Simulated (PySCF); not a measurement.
Vertical excitations of a molecule C5H3N3 from TDA-PBE/def2-SVPD in PySCF, as energy in eV (oscillator strength): 3.43 (0.000), 3.78 (0.004), 4.92 (0.002), 5.12 (0.014), 5.25 (0.000), 5.39 (0.000), 5.60 (0.000), 5.75 (0.320), 5.77 (0.005), 5.80 (0.000). Lowest triplet (TDA): 3.16 eV. Geometry optimised at B3LYP-D3(BJ)/def2-SVP. The values are those of a single conformer.

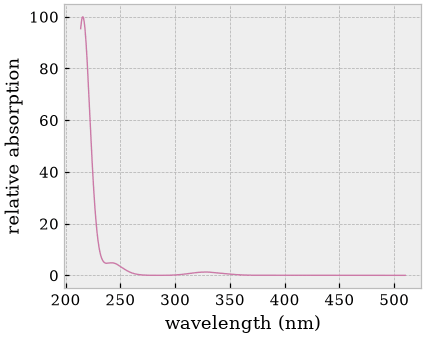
Fig. 1. The lines broadened by 0.4 eV.

Task: Which molecule gave these data?
(A) N#Cc1cnccn1
(B) N#Cc1cncnc1
(C) N#Cc1ncccn1
(D) N#Cc1ccncn1

Result: C, N#Cc1ncccn1
